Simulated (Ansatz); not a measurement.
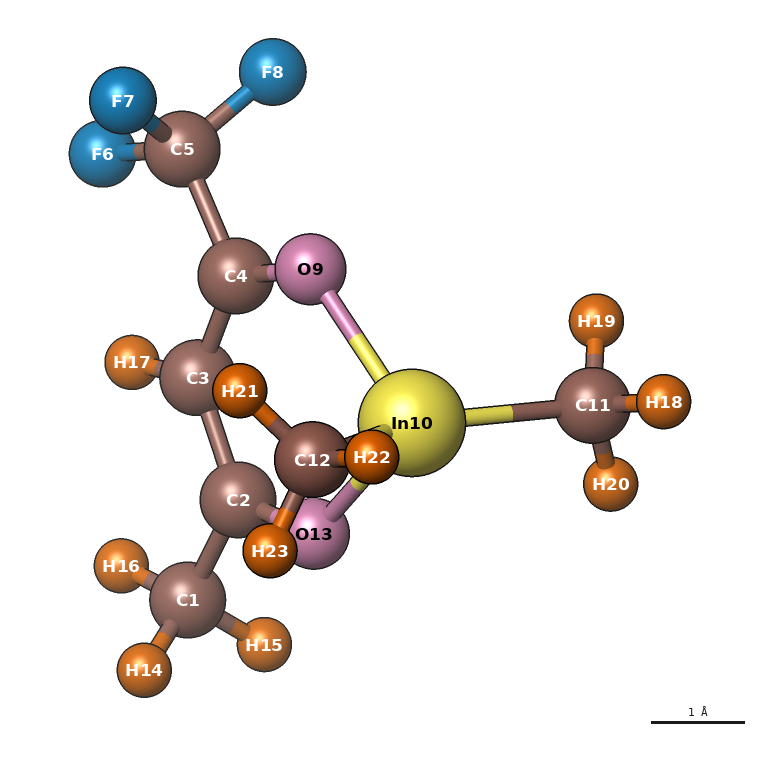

Numbered structure. Computed geometry: PBE0-D4/def2-TZVP optimisation. No frequency run is at hand to confirm it as a minimum.

Give the bond lengths. Leave out bonds to hydrogen.

```tsv
bond	length (Å)
C1–C2	1.499
C2–C3	1.411
C2–O13	1.257
C3–C4	1.384
C4–C5	1.539
C4–O9	1.257
C5–F6	1.335
C5–F7	1.334
C5–F8	1.334
O9–In10	2.190
In10–C11	2.132
In10–C12	2.132
In10–O13	2.193
```
